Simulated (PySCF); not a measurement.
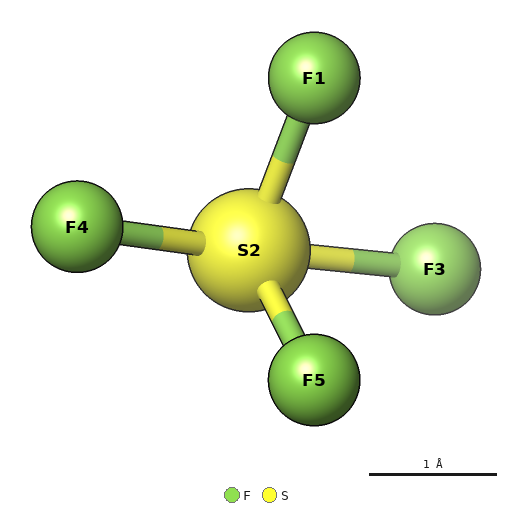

Orthographic view. Depth is shown by fading: the farther an atom, the more it takes the colour of the background. The geometry was computed by an optimisation with PBE0-D3(BJ)/def2-SVP. No frequency run is at hand to confirm it as a minimum.

Write a Z-matrix (Å, degrees) in the order of the atom numbers, with these reference atoms: 2 to 1; 3 to 2, 1; 4 to 2, 1, 3; 5 to 2, 1, 4.

```
F  
S    1   1.581
F    2   1.658   1    87.6
F    2   1.658   1    87.6   3   174.1
F    2   1.581   1   101.0   4   -87.0
```
